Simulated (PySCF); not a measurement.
C3H5NSe, SMILES `N#CCC[SeH]`.

Method: CAM-B3LYP/def2-SVPD; geometry: GFN2-xTB; program: PySCF. No frequency check shows the geometry to be a minimum. GFN2-xTB bond lengths at metals and heavier atoms can be off by up to 0.1 Å and shapes distorted, which carries into these values.

Coordinates in Å:

```
N1      -3.7175    0.2544    0.0288
C2      -2.6467   -0.1412   -0.0195
C3      -1.2845   -0.6104   -0.0730
C4      -0.3250    0.5670    0.0745
Se5      1.5648    0.0055   -0.0373
H6      -1.1327   -1.3357    0.7328
H7      -1.1239   -1.1175   -1.0292
H8      -0.4582    1.2838   -0.7380
H9      -0.4671    1.0817    1.0258
H10      1.5387   -0.7730    1.1843
```

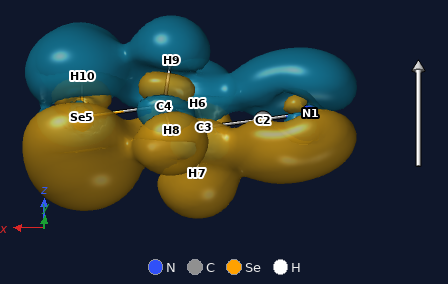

Change of the electron density in a uniform field of 0.26 V/Å along +z (arrow), surfaces at ±0.001 e/Å³ (yellow: gain, teal: loss).

**How large is the response?**

The induced dipole is 0.70 D (along the field); α along this axis, from the fields in both directions, is 55 bohr³ (8.2 Å³).

**Which atoms gain and lose the most charge?**

Electrons gather most on Se5 (Hirshfeld charge changes by −0.011 e) and leave H10 most (+0.012 e); 0.071 electrons are displaced in all.

Cost of the run: 66 s on 1 thread of Arm Neoverse V1, on a shared host, peak memory 0.87 GiB.
